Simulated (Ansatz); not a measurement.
# MoSe: energy against volume

The task, for MoSe: follow the energy without spin against volume.

Computed with Ansatz 0.2.0 (DFT PBE+U, scalar-relativistic, plane waves, PAW, unless a step's input says otherwise).

3 further runs of the same task are left out: 3 that didn't finish.

## 1. Starting point

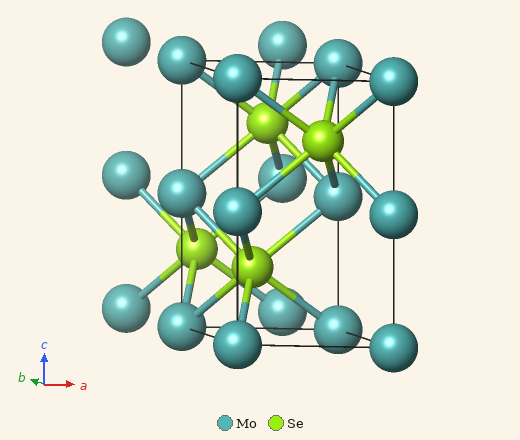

The starting structure, seen slightly off an axis (molybdenum teal, selenium green). 1×2×1 cells are drawn. Atoms on the faces are drawn again on the opposite ones.

Coordinates:

```
CELL_PARAMETERS angstrom
4.02101 0.00000 0.00000
-2.01050 3.48230 0.00000
0.00000 0.00000 6.81577
ATOMIC_POSITIONS crystal
Mo 0.00000 0.00000 0.00000
Mo 0.00000 0.00000 0.50000
Se 0.33333 0.66667 0.25000
Se 0.66667 0.33333 0.75000
```

This cell was relaxed beforehand with the same method: volume 23.86 Å³/atom, gap on the mesh none (metal), site moments up to 3.4 μB.

The structure is invented: a known structure type filled with these elements, not a reported compound.

## 2. V/V0 = 0.8, start: no spin polarisation

Contents of input.yaml:

```yaml
crystal:
  lattice:
    - [3.732773341, 0.0, 0.0]
    - [-1.8663866705, 3.2326765399, 0.0]
    - [0.0, 0.0, 6.3272028602]
  atoms:
    - { symbol: Mo, position: [0.0, 0.0, 0.0] }
    - { symbol: Mo, position: [0.0, 0.0, 0.5] }
    - { symbol: Se, position: [0.3333333333, 0.6666666667, 0.25] }
    - { symbol: Se, position: [0.6666666667, 0.3333333333, 0.75] }
basis:
  ecutwfc: 420
kpoints:
  mp_grid: { grid: [12, 12, 6] }
hamiltonian:
  xc: pbe
  hubbard: { sites: [{ species: Mo, l: d, u_eff: 4.38 }] }
scf:
  occupations: { method: gaussian, width: 0.1 }
output:
  forces: true
  stress: true
  eigenvalues: true
```

Started as:

```
> ansatz run input.yaml --threads 1 --pin off --max-ram 2560MiB --backend cpu --events-out ev --progress --plain --runs-dir out
```

The program printed (excerpt; [...] marks lines left out):

```text
Warning: RAYON_NUM_THREADS=1 ignored (pool sized by the plan → 1); use --threads N
Mo: projections on atomic orbitals take those of the free atom [Ar 3d10] 4s2 4p6 4d5 5s1, of charge +0.00 (hamiltonian.pseudopotentials.projection_atoms); the dataset's partial waves leave at most 6.0e-6 of an orbital's norm unspanned inside its sphere
Se: projections on atomic orbitals take those of the free atom [Ar] 3d10 4s2 4p4, of charge +0.00 (hamiltonian.pseudopotentials.projection_atoms); the dataset's partial waves leave at most 2.3e-6 of an orbital's norm unspanned inside its sphere
[...]
Pseudopotentials: kind: paw
Pseudopotential: Mo, paw, valence charge 14, recommended cutoff 420 eV (normal), Mo.paw.azcp
Pseudopotential: Se, paw, valence charge 16, recommended cutoff 420 eV (normal), Se.paw.azcp
Functional definition: PBE
[...]
Crystal: 4 atoms, lattice volume = 76.349 Å³
Basis set: ecut = 420 eV, 1521 PW (Γ), exchange–correlation on 50×50×90 points (8 copies of the dense FFT grid, shifted against one another)
Bands: 36, of which v1, the nominal top of the filled ones, is band 30 counted from 1 (29 counted from 0)
Symmetry: 24 space group operations
Space group: P63/mmc (ITA 194), of the structure as read, at distance tolerance 4.2e-5 Å
k-points: 76 of 864
[...]
SCF iter   1: F=—  HF=-20838.733189 eV  |F-HF|=—  |Δ(HF+E_count)|=         —  Δρ=4.22e-2  dr2=1.08e0  ethr=1.80e-3  ⟨swp⟩=1.0  Hψ=12538  notcnv=0
[...]
SCF iter  12: F=-20840.297180 eV  HF=-20840.297180 eV  |F-HF|=4.39e-9  |Δ(HF+E_count)|=   3.26e-8  Δρ=4.02e-6  dr2=1.39e-8  ethr=1.67e-10  ⟨swp⟩=8.3  Hψ=9460  notcnv=0
[...]
SCF converged after 12 iterations
Free energy (F): -20840.297180 eV
[...]
E sigma→0 (E₀):  -20840.292029 eV
Entropy (-TS):   -0.010304 eV (-2.576 meV/atom)
Fermi energy:    14.388356 eV
[...]
--- Forces (eV/Å), atoms counted from 1 ---
  atom   1  Mo    -0.00000000     0.00000000     0.00000000
  atom   2  Mo    -0.00000000     0.00000000    -0.00000000
  atom   3  Se     0.00000000    -0.00000000     0.00000000
  atom   4  Se     0.00000000     0.00000000     0.00000000
[...]
--- Stress (GPa, compression-positive) ---
       -3.423319       0.000000       0.000000
        0.000000      -3.423319       0.000000
        0.000000       0.000000       3.348159
  P = ⅓ Tr σ = -1.1662 GPa (-11.662 kbar)
--- Band table (eV; the first three rows and the last of 76) ---
[...]
Occupation matrices written to <dir>
```

It took 40 s on 1 thread of Intel Xeon at 2.50GHz (Skylake/Cascade Lake), shared host; peak memory 0.59 GiB.

This run gives -5210.0730 eV/atom at zero smearing, pressure -1.17 GPa and no gap on the mesh. The log warns that the count of filled bands differs between k-points.

## 3. V/V0 = 0.86, start: no spin polarisation

input.yaml, as its differences from that of step 2:

```diff
@@ -2,5 +2,5 @@
   lattice:
-    - [3.732773341, 0.0, 0.0]
-    - [-1.8663866705, 3.2326765399, 0.0]
-    - [0.0, 0.0, 6.3272028602]
+    - [3.8238522911, 0.0, 0.0]
+    - [-1.9119261455, 3.3115532244, 0.0]
+    - [0.0, 0.0, 6.4815853904]
   atoms:
```

Started as:

```
> ansatz run input.yaml --threads 1 --pin off --max-ram 2560MiB --backend cpu --events-out ev --progress --plain --runs-dir out
```

The program printed (excerpt; [...] marks lines left out):

```text
Warning: RAYON_NUM_THREADS=1 ignored (pool sized by the plan → 1); use --threads N
Mo: projections on atomic orbitals take those of the free atom [Ar 3d10] 4s2 4p6 4d5 5s1, of charge +0.00 (hamiltonian.pseudopotentials.projection_atoms); the dataset's partial waves leave at most 6.0e-6 of an orbital's norm unspanned inside its sphere
Se: projections on atomic orbitals take those of the free atom [Ar] 3d10 4s2 4p4, of charge +0.00 (hamiltonian.pseudopotentials.projection_atoms); the dataset's partial waves leave at most 2.3e-6 of an orbital's norm unspanned inside its sphere
[...]
[... 4 set-up lines as earlier in the session ...]
[...]
Crystal: 4 atoms, lattice volume = 82.076 Å³
[...]
SCF iter   1: F=—  HF=-20838.233138 eV  |F-HF|=—  |Δ(HF+E_count)|=         —  Δρ=4.13e-2  dr2=1.18e0  ethr=1.96e-3  ⟨swp⟩=1.0  Hψ=12371  notcnv=0
[...]
SCF iter  12: F=-20840.165217 eV  HF=-20840.165217 eV  |F-HF|=2.35e-8  |Δ(HF+E_count)|=   6.20e-7  Δρ=1.08e-5  dr2=8.32e-8  ethr=1.67e-10  ⟨swp⟩=7.1  Hψ=10398  notcnv=0
[...]
SCF converged after 12 iterations
Free energy (F): -20840.165217 eV
[...]
E sigma→0 (E₀):  -20840.162185 eV
Entropy (-TS):   -0.006064 eV (-1.516 meV/atom)
Fermi energy:    13.026732 eV
[...]
--- Forces (eV/Å), atoms counted from 1 ---
  atom   1  Mo    -0.00000000     0.00000000    -0.00000000
  atom   2  Mo     0.00000000    -0.00000000     0.00000000
  atom   3  Se     0.00000000     0.00000000     0.00000000
  atom   4  Se    -0.00000000    -0.00000000    -0.00000000
[...]
--- Stress (GPa, compression-positive) ---
       -7.143109      -0.000000       0.000000
        0.000000      -7.143109      -0.000000
        0.000000      -0.000000      -3.085877
  P = ⅓ Tr σ = -5.7907 GPa (-57.907 kbar)
--- Band table (eV; the first three rows and the last of 76) ---
[...]
Occupation matrices written to <dir>
```

Wall time 41 s (1 thread of Intel Xeon at 2.50GHz (Skylake/Cascade Lake), shared host); peak memory 0.63 GiB.

Result: -5210.0405 eV/atom at zero smearing, pressure -5.79 GPa and no gap on the mesh. The log warns that the count of filled bands differs between k-points.

## 4. V/V0 = 0.92, start: no spin polarisation

input.yaml, as its differences from that of step 3:

```diff
@@ -2,5 +2,5 @@
   lattice:
-    - [3.8238522911, 0.0, 0.0]
-    - [-1.9119261455, 3.3115532244, 0.0]
-    - [0.0, 0.0, 6.4815853904]
+    - [3.9107876337, 0.0, 0.0]
+    - [-1.9553938169, 3.3868414396, 0.0]
+    - [0.0, 0.0, 6.6289443374]
   atoms:
```

Started as:

```
> ansatz run input.yaml --threads 1 --pin off --max-ram 2560MiB --backend cpu --events-out ev --progress --plain --runs-dir out
```

The program printed (excerpt; [...] marks lines left out):

```text
Warning: RAYON_NUM_THREADS=1 ignored (pool sized by the plan → 1); use --threads N
Mo: projections on atomic orbitals take those of the free atom [Ar 3d10] 4s2 4p6 4d5 5s1, of charge +0.00 (hamiltonian.pseudopotentials.projection_atoms); the dataset's partial waves leave at most 6.0e-6 of an orbital's norm unspanned inside its sphere
Se: projections on atomic orbitals take those of the free atom [Ar] 3d10 4s2 4p4, of charge +0.00 (hamiltonian.pseudopotentials.projection_atoms); the dataset's partial waves leave at most 2.3e-6 of an orbital's norm unspanned inside its sphere
[...]
[... 4 set-up lines as earlier in the session ...]
[...]
Crystal: 4 atoms, lattice volume = 87.802 Å³
[...]
the search or the solves at the SCF's close seem to have found levels that the self-consistency loop had missed (the run counts 1). By its estimate they hold under 1e-12 electrons; where the run keeps them, the occupations were computed again with them
[...]
SCF converged after 12 iterations
Free energy (F): -20839.906436 eV
[...]
E sigma→0 (E₀):  -20839.903968 eV
Entropy (-TS):   -0.004936 eV (-1.234 meV/atom)
Fermi energy:    11.847580 eV
[...]
--- Forces (eV/Å), atoms counted from 1 ---
  atom   1  Mo     0.00000000    -0.00000000     0.00000000
  atom   2  Mo     0.00000000    -0.00000000     0.00000000
  atom   3  Se    -0.00000000     0.00000000     0.00000000
  atom   4  Se     0.00000000    -0.00000000    -0.00000000
[...]
--- Stress (GPa, compression-positive) ---
       -9.198961       0.000000       0.000000
        0.000000      -9.198961      -0.000000
        0.000000      -0.000000      -7.057416
  P = ⅓ Tr σ = -8.4851 GPa (-84.851 kbar)
--- Band table (eV; the first three rows and the last of 76) ---
[...]
Occupation matrices written to <dir>
```

Run time: 45 s. Hardware: 1 thread of Intel Xeon at 2.50GHz (Skylake/Cascade Lake), shared host; peak memory 0.65 GiB.

This run gives -5209.9760 eV/atom at zero smearing, pressure -8.49 GPa and no gap on the mesh. The log warns that the count of filled bands differs between k-points.

## 5. V/V0 = 0.96, start: no spin polarisation

input.yaml, as its differences from that of step 4:

```diff
@@ -2,5 +2,5 @@
   lattice:
-    - [3.9107876337, 0.0, 0.0]
-    - [-1.9553938169, 3.3868414396, 0.0]
-    - [0.0, 0.0, 6.6289443374]
+    - [3.9666635776, 0.0, 0.0]
+    - [-1.9833317888, 3.4352314265, 0.0]
+    - [0.0, 0.0, 6.7236563383]
   atoms:
```

Started as:

```
> ansatz run input.yaml --threads 1 --pin off --max-ram 2560MiB --backend cpu --events-out ev --progress --plain --runs-dir out
```

The program printed (excerpt; [...] marks lines left out):

```text
Warning: RAYON_NUM_THREADS=1 ignored (pool sized by the plan → 1); use --threads N
Mo: projections on atomic orbitals take those of the free atom [Ar 3d10] 4s2 4p6 4d5 5s1, of charge +0.00 (hamiltonian.pseudopotentials.projection_atoms); the dataset's partial waves leave at most 6.0e-6 of an orbital's norm unspanned inside its sphere
Se: projections on atomic orbitals take those of the free atom [Ar] 3d10 4s2 4p4, of charge +0.00 (hamiltonian.pseudopotentials.projection_atoms); the dataset's partial waves leave at most 2.3e-6 of an orbital's norm unspanned inside its sphere
[...]
[... 4 set-up lines as earlier in the session ...]
[...]
Crystal: 4 atoms, lattice volume = 91.619 Å³
[...]
SCF iter   1: F=—  HF=-20837.066055 eV  |F-HF|=—  |Δ(HF+E_count)|=         —  Δρ=3.99e-2  dr2=1.31e0  ethr=2.18e-3  ⟨swp⟩=1.0  Hψ=12209  notcnv=0
[...]
SCF iter  13: F=-20839.689109 eV  HF=-20839.689109 eV  |F-HF|=2.94e-9  |Δ(HF+E_count)|=   1.46e-7  Δρ=1.80e-6  dr2=3.86e-9  ethr=1.67e-10  ⟨swp⟩=8.5  Hψ=9840  notcnv=0
[...]
SCF converged after 13 iterations
Free energy (F): -20839.689109 eV
[...]
E sigma→0 (E₀):  -20839.687460 eV
Entropy (-TS):   -0.003298 eV (-0.824 meV/atom)
Fermi energy:    11.136903 eV
[...]
--- Forces (eV/Å), atoms counted from 1 ---
  atom   1  Mo    -0.00000000    -0.00000000    -0.00000000
  atom   2  Mo    -0.00000000     0.00000000     0.00000000
  atom   3  Se    -0.00000000     0.00000000    -0.00000000
  atom   4  Se    -0.00000000    -0.00000000     0.00000000
[...]
--- Stress (GPa, compression-positive) ---
      -10.111756       0.000000      -0.000000
        0.000000     -10.111756       0.000000
       -0.000000       0.000000      -8.863519
  P = ⅓ Tr σ = -9.6957 GPa (-96.957 kbar)
--- Band table (eV; the first three rows and the last of 76) ---
[...]
Occupation matrices written to <dir>
```

It took 39 s on 1 thread of Intel Xeon at 2.50GHz (Skylake/Cascade Lake), shared host; peak memory 0.65 GiB.

Result: -5209.9219 eV/atom at zero smearing, pressure -9.70 GPa and no gap on the mesh. The log warns that the count of filled bands differs between k-points.

## 6. V/V0 = 1.04, start: no spin polarisation

input.yaml, as its differences from that of step 5:

```diff
@@ -2,5 +2,5 @@
   lattice:
-    - [3.9666635776, 0.0, 0.0]
-    - [-1.9833317888, 3.4352314265, 0.0]
-    - [0.0, 0.0, 6.7236563383]
+    - [4.0739222585, 0.0, 0.0]
+    - [-2.0369611292, 3.5281201689, 0.0]
+    - [0.0, 0.0, 6.9054641713]
   atoms:
```

Started as:

```
> ansatz run input.yaml --threads 1 --pin off --max-ram 2560MiB --backend cpu --events-out ev --progress --plain --runs-dir out
```

The program printed (excerpt; [...] marks lines left out):

```text
[...]
SCF converged after 13 iterations
Free energy (F): -20839.177983 eV
[...]
E sigma→0 (E₀):  -20839.177865 eV
Entropy (-TS):   -0.000237 eV (-0.059 meV/atom)
Fermi energy:    9.889172 eV
[...]
--- Forces (eV/Å), atoms counted from 1 ---
  atom   1  Mo    -0.00000000    -0.00000000    -0.00000000
  atom   2  Mo     0.00000000     0.00000000     0.00000000
  atom   3  Se    -0.00000000    -0.00000000     0.00000000
  atom   4  Se     0.00000000     0.00000000     0.00000000
[...]
--- Stress (GPa, compression-positive) ---
      -11.615457      -0.000000       0.000000
        0.000000     -11.615457       0.000000
        0.000000       0.000000     -11.676769
  P = ⅓ Tr σ = -11.6359 GPa (-116.359 kbar)
--- Band table (eV; the first three rows and the last of 76) ---
[...]
Occupation matrices written to <dir>
```

Wall time 45 s (1 thread of Intel Xeon at 2.50GHz (Skylake/Cascade Lake), shared host); peak memory 0.69 GiB.

Read-out: -5209.7945 eV/atom at zero smearing, pressure -11.64 GPa and a gap of 0.13 eV on the mesh.

## 7. V/V0 = 1.1, start: no spin polarisation

input.yaml, as its differences from that of step 6:

```diff
@@ -2,5 +2,5 @@
   lattice:
-    - [4.0739222585, 0.0, 0.0]
-    - [-2.0369611292, 3.5281201689, 0.0]
-    - [0.0, 0.0, 6.9054641713]
+    - [4.1508067965, 0.0, 0.0]
+    - [-2.0754033983, 3.594704132, 0.0]
+    - [0.0, 0.0, 7.035786595]
   atoms:
```

Started as:

```
> ansatz run input.yaml --threads 1 --pin off --max-ram 2560MiB --backend cpu --events-out ev --progress --plain --runs-dir out
```

The program printed (excerpt; [...] marks lines left out):

```text
[...]
SCF converged after 15 iterations
Free energy (F): -20838.743680 eV
[...]
E sigma→0 (E₀):  -20838.743678 eV
Entropy (-TS):   -0.000004 eV (-0.001 meV/atom)
Fermi energy:    9.091093 eV
[...]
--- Forces (eV/Å), atoms counted from 1 ---
  atom   1  Mo     0.00000000    -0.00000000     0.00000000
  atom   2  Mo    -0.00000000     0.00000000     0.00000000
  atom   3  Se     0.00000000     0.00000000     0.00000000
  atom   4  Se    -0.00000000    -0.00000000     0.00000000
[...]
--- Stress (GPa, compression-positive) ---
      -12.344785       0.000000       0.000000
        0.000000     -12.344785       0.000000
        0.000000       0.000000     -13.088195
  P = ⅓ Tr σ = -12.5926 GPa (-125.926 kbar)
--- Band table (eV; the first three rows and the last of 76) ---
[...]
Occupation matrices written to <dir>
```

It took 53 s on 1 thread of Intel Xeon at 2.50GHz (Skylake/Cascade Lake), shared host; peak memory 0.7 GiB.

Result: -5209.6859 eV/atom at zero smearing, pressure -12.59 GPa and a gap of 0.42 eV on the mesh.

## 8. V/V0 = 1.18, start: no spin polarisation

input.yaml, as its differences from that of step 7:

```diff
@@ -2,5 +2,5 @@
   lattice:
-    - [4.1508067965, 0.0, 0.0]
-    - [-2.0754033983, 3.594704132, 0.0]
-    - [0.0, 0.0, 7.035786595]
+    - [4.2490870313, 0.0, 0.0]
+    - [-2.1245435157, 3.679817312, 0.0]
+    - [0.0, 0.0, 7.2023755963]
   atoms:
@@ -23 +23,5 @@
   eigenvalues: true
+  write_density: true
+  write_potential: true
+  elf: true
+  volumetric_format: npy
```

Started as:

```
> ansatz run input.yaml --threads 1 --pin off --max-ram 2560MiB --backend cpu --events-out ev --progress --plain --runs-dir out
```

The program printed (excerpt; [...] marks lines left out):

```text
Warning: RAYON_NUM_THREADS=1 ignored (pool sized by the plan → 1); use --threads N
Mo: projections on atomic orbitals take those of the free atom [Ar 3d10] 4s2 4p6 4d5 5s1, of charge +0.00 (hamiltonian.pseudopotentials.projection_atoms); the dataset's partial waves leave at most 6.0e-6 of an orbital's norm unspanned inside its sphere
Se: projections on atomic orbitals take those of the free atom [Ar] 3d10 4s2 4p4, of charge +0.00 (hamiltonian.pseudopotentials.projection_atoms); the dataset's partial waves leave at most 2.3e-6 of an orbital's norm unspanned inside its sphere
[...]
[... 4 set-up lines as earlier in the session ...]
[...]
Crystal: 4 atoms, lattice volume = 112.615 Å³
[...]
k-points: 76 of 864
[...]
SCF iter   1: F=—  HF=-20834.060560 eV  |F-HF|=—  |Δ(HF+E_count)|=         —  Δρ=3.69e-2  dr2=1.57e0  ethr=2.62e-3  ⟨swp⟩=1.0  Hψ=12024  notcnv=0
[...]
SCF iter  13: F=-20838.125014 eV  HF=-20838.125014 eV  |F-HF|=5.56e-8  |Δ(HF+E_count)|=   3.66e-7  Δρ=9.50e-6  dr2=5.03e-8  ethr=1.67e-10  ⟨swp⟩=10.8  Hψ=19427  notcnv=0
[...]
SCF converged after 13 iterations
Free energy (F): -20838.125014 eV
[...]
E sigma→0 (E₀):  -20838.125014 eV
Fermi energy:    8.148365 eV
[...]
--- Forces (eV/Å), atoms counted from 1 ---
  atom   1  Mo    -0.00000000     0.00000000    -0.00000000
  atom   2  Mo    -0.00000000    -0.00000000     0.00000000
  atom   3  Se    -0.00000000    -0.00000000    -0.00000000
  atom   4  Se     0.00000000     0.00000000     0.00000000
[...]
--- Stress (GPa, compression-positive) ---
      -12.832021      -0.000000       0.000000
       -0.000000     -12.832021       0.000000
        0.000000       0.000000     -14.172588
  P = ⅓ Tr σ = -13.2789 GPa (-132.789 kbar)
--- Band table (eV; the first three rows and the last of 76) ---
[...]
Occupation matrices written to <dir>
```

Run time: 60 s. Hardware: 1 thread of Intel Xeon at 2.50GHz (Skylake/Cascade Lake), shared host; peak memory 0.72 GiB.

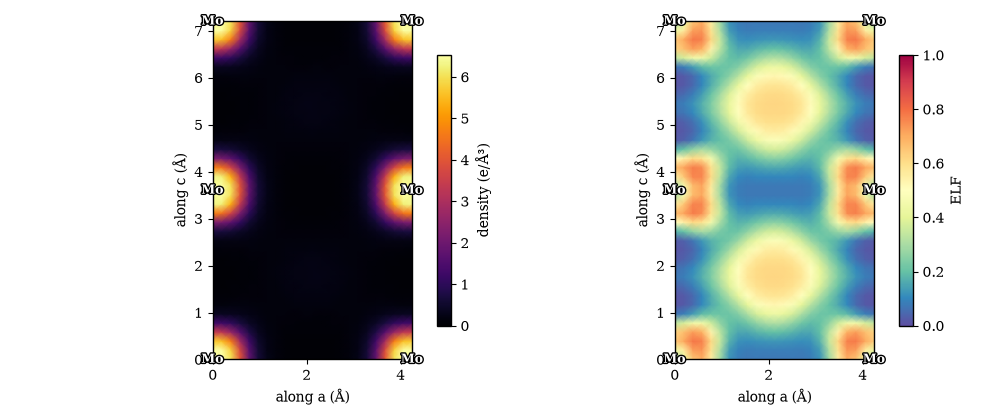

Density (left) and ELF (right) in a lattice plane of the grid's cell (edges 4.25 and 7.20 Å, at 0.000 of the third edge), which holds Mo. Only atoms in the plane are labelled. Both are smooth fields of the valence electrons: close to the nuclei they are not physical.

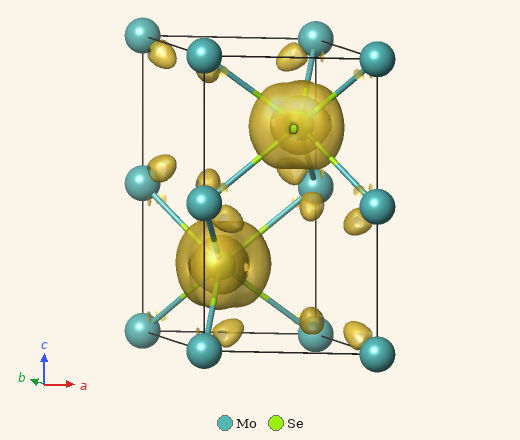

Surface of ELF = 0.76, drawn in one cell.

Outside the cores ELF peaks at 0.82 in the shell around Se, 0.9 Å from Se.

Read-out: -5209.5313 eV/atom at zero smearing, pressure -13.28 GPa and a gap of 0.69 eV on the mesh.

## 9. Summary: the volume

The cell is scaled evenly at fixed fractional positions; V0 is the volume of the base cell. Start: no spin polarisation.

| V/V0 | energy above the lowest (meV/atom) | pressure (GPa) |
| --- | --- | --- |
| 0.80 | 0.00 | -1.2 |
| 0.86 | 32.5 | -5.8 |
| 0.92 | 97.0 | -8.5 |
| 0.96 | 151 | -9.7 |
| 1.00 | 212 | -10.8 |
| 1.04 | 279 | -11.6 |
| 1.10 | 387 | -12.6 |
| 1.18 | 542 | -13.3 |

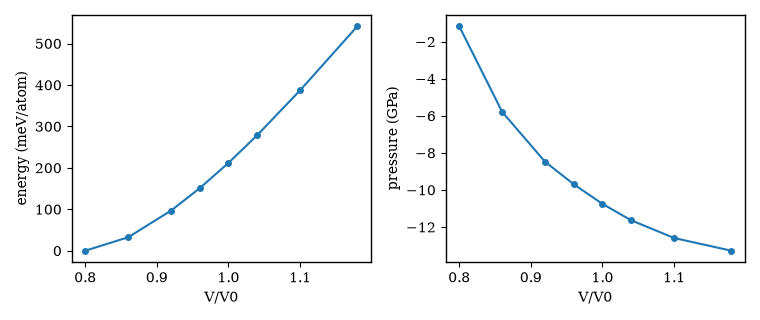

Energy above the lowest point and pressure against volume.

## 10. Outcome

| quantity | value |
| --- | --- |
| lowest point, start “no spin polarisation” | V/V0 = 0.80 |

**Reading.** For the start “no spin polarisation” the lowest point lies at V/V0 = 0.80, at the edge of the range, so the minimum is not bracketed. The base cell is magnetic, so this curve without spin is not the ground state's.
